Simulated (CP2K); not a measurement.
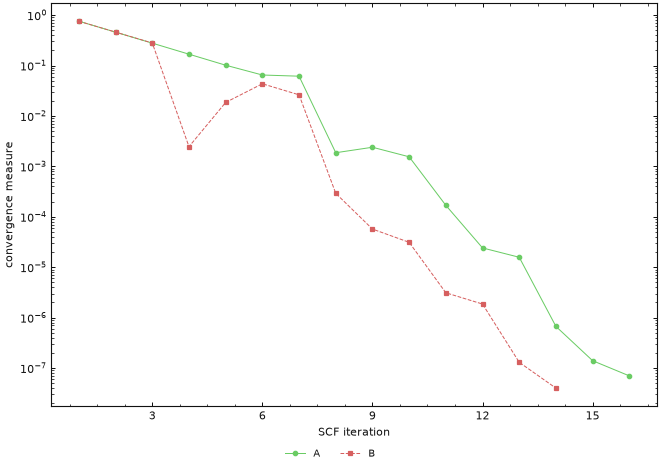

Two SCF runs that differ in one setting.
FH5Si2 (SMILES F[SiH2][SiH3]); RHF PM3 in CP2K 2026.2.

A: usual settings
B: eps_diis set to 1.0 (from 0.1)

How did each SCF end?

Answer. Run B converged in 14 iterations. Run A converged in 16 iterations. CP2K mixes the density linearly, with weight alpha, until the error falls below EPS_DIIS, and only then turns to DIIS. That happens at step 7 with the usual settings and at step 3 in the changed run. Both end at the same energy within 1 meV.
